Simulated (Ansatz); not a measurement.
# Si2NH5F (SMILES F[SiH2]N[SiH2]): UPBE-QIDH/6-31G(d) (spherical functions)

Aim: the vertical doublet–quartet gap of Si2NH5F at UPBE-QIDH/6-31G* (spherical functions), from 2 runs. 

The results are computed with Ansatz 0.2.0.

74 further runs of the same task are left out: 74 set aside as unsound or not needed.

### 1 The molecule

Si2NH5F: 9 atoms, total charge 0, spin state doublet. SMILES: `F[SiH2]N[SiH2]`. The shape is that of a PBE0-D4/def2-TZVP optimisation. This is one conformer, not always the lowest.

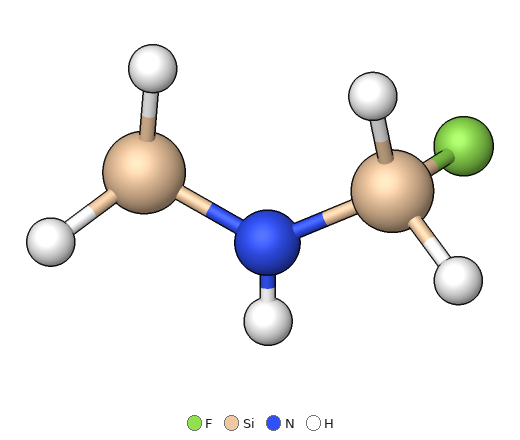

Viewed from a chosen angle; fluorine green, silicon light orange, nitrogen blue, hydrogen white.

### 2 A single-point energy at UPBE-QIDH/6-31G(d) (spherical functions)

Contents of in.yaml:

```yaml
crystal:
  periodic: [false, false, false]
  atoms:
    - {symbol: F, position_ang: [-1.778200, 1.208900, -1.181800]}
    - {symbol: Si, position_ang: [-0.288000, 1.123600, -0.604900]}
    - {symbol: "N", position_ang: [0.241500, -0.491400, -0.403000]}
    - {symbol: Si, position_ang: [0.023600, -1.533600, 0.967900]}
    - {symbol: H, position_ang: [0.576300, 1.799100, -1.598800]}
    - {symbol: H, position_ang: [-0.302800, 1.779800, 0.718800]}
    - {symbol: H, position_ang: [0.600400, -0.942200, -1.234500]}
    - {symbol: H, position_ang: [-0.246300, -0.650000, 2.136200]}
    - {symbol: H, position_ang: [1.261800, -2.340700, 1.182700]}
basis:
  gaussian: {orbitals: 6-31G_st_-spherical.json}
magnetization: {spin_polarized: true, initial_magnetization: 1}
hamiltonian: {xc: {name: PBE-QIDH}}
correlation: {frozen_orbitals: {F: 1, H: 0, "N": 1, Si: 5}}
accuracy: high
output: {orbitals: {seedname: orbitals}}
```

The basis set 6-31G* is read from a file made from the Basis Set Exchange's data (not shown).

On the command line:

```console
$ ansatz run in.yaml --threads 1 --pin off --max-ram 3480MiB --events-out events.jsonl --progress --plain --runs-dir runs
```

Output:

```text
Warning: RAYON_NUM_THREADS=1 ignored (pool sized by the plan → 1); use --threads N
Functional definition: PBE-QIDH
  name "PBE-QIDH"
  parameter a = 3^(-1/3)
  parameter c = 1/3
  exchange = (1 - a)*pbe_x + a*exact_x
  correlation = (1 - c)*pbe_c + c*(mp2_os + mp2_ss)
1686 factors; integrals over basis functions are off by at most 3.6e-9 eV
mean field evaluation 1: about -20017.2460 eV, gradient 2.9e1 eV
mean field evaluation 2: about -20017.3436 eV, gradient 2.9e1 eV
mean field evaluation 4: about -20020.6769 eV, gradient 1.8e0 eV
mean field evaluation 8: about -20020.7089 eV, gradient 2.3e-1 eV
mean field evaluation 16: about -20020.7097 eV, gradient 2.9e-4 eV
mean field -20020.70973518 eV, -735.7475122434 hartree, gradient 3.6e-8 eV, S^2 0.752453; 0 other end points of the search recorded, 0 dependent functions left out
12 core orbitals not correlated: weight in the atoms' cores, before any rotation towards them, 1.000 or more for the frozen orbitals, at most 0.000 for the correlated occupied ones
reference -20020.70973642 eV, -735.7475122890 hartree; 13, 12 occupied and 49, 50 virtual orbitals, 1686 factors
second order -14.76964035 eV of doubles, -0.00000000 eV of singles
Total energy: -20025.63294987 eV, -735.9284370463 hartree
```

Run time: 17 s. Hardware: 1 thread of Arm Neoverse V2, shared host; peak memory 0.36 GiB.

### 3 The quartet, same level

Contents of run.yaml:

```yaml
crystal:
  periodic: [false, false, false]
  atoms:
    - symbol: F
      position_ang: [-1.778200, 1.208900, -1.181800]
    - symbol: Si
      position_ang: [-0.288000, 1.123600, -0.604900]
    - symbol: "N"
      position_ang: [0.241500, -0.491400, -0.403000]
    - symbol: Si
      position_ang: [0.023600, -1.533600, 0.967900]
    - symbol: H
      position_ang: [0.576300, 1.799100, -1.598800]
    - symbol: H
      position_ang: [-0.302800, 1.779800, 0.718800]
    - symbol: H
      position_ang: [0.600400, -0.942200, -1.234500]
    - symbol: H
      position_ang: [-0.246300, -0.650000, 2.136200]
    - symbol: H
      position_ang: [1.261800, -2.340700, 1.182700]
basis:
  gaussian: {orbitals: 6-31G_st_-spherical.json}
hamiltonian: {xc: {name: PBE-QIDH}}
magnetization: {spin_polarized: true, initial_magnetization: 3}
correlation: {frozen_orbitals: {F: 1, H: 0, "N": 1, Si: 5}}
accuracy: high
output: {orbitals: {seedname: orbitals}}
```

The basis set 6-31G* is read from a file made from the Basis Set Exchange's data (not shown).

On the command line:

```console
$ ansatz run run.yaml --threads 1 --pin off --max-ram 3480MiB --events-out events.jsonl --progress --plain --runs-dir runs
```

Output, cut to the lines that bear on the results:

```text
Warning: RAYON_NUM_THREADS=1 ignored (pool sized by the plan → 1); use --threads N
[... 2 set-up lines as earlier in the session ...]
[...]
1685 factors; integrals over basis functions are off by at most 3.8e-9 eV
[...]
mean field -20013.74439125 eV, -735.4915405754 hartree, gradient 8.1e-8 eV, S^2 3.758610; 4 other end points of the search recorded, 0 dependent functions left out
12 core orbitals not correlated: weight in the atoms' cores, before any rotation towards them, 1.000 or more for the frozen orbitals, at most 0.000 for the correlated occupied ones
reference -20013.74439260 eV, -735.4915406249 hartree; 14, 11 occupied and 48, 51 virtual orbitals, 1685 factors
second order -13.92695403 eV of doubles, -0.00000000 eV of singles
Total energy: -20018.38671061 eV, -735.6621426650 hartree
```

Wall time 25 s (1 thread of Arm Neoverse V2, shared host); peak memory 0.38 GiB.

### 4 What came out

At UPBE-QIDH/6-31G* (spherical functions), 12 core orbitals frozen:

```
                                                         quantity          value
                                            doublet: total energy  -735.92844 Eh
doublet: HOMO energy (SCF part's orbitals) (highest over α and β)       -7.56 eV
 doublet: LUMO energy (SCF part's orbitals) (lowest over α and β)       -0.14 eV
                                                    doublet: ⟨S²⟩          0.752
                                            quartet: total energy  -735.66214 Eh
quartet: HOMO energy (SCF part's orbitals) (highest over α and β)       -2.87 eV
                                                    quartet: ⟨S²⟩          3.759
                 vertical energy of the quartet above the doublet       7.246 eV
```

In words: At this shape the quartet lies 7.25 eV (699 kJ/mol) above the doublet.
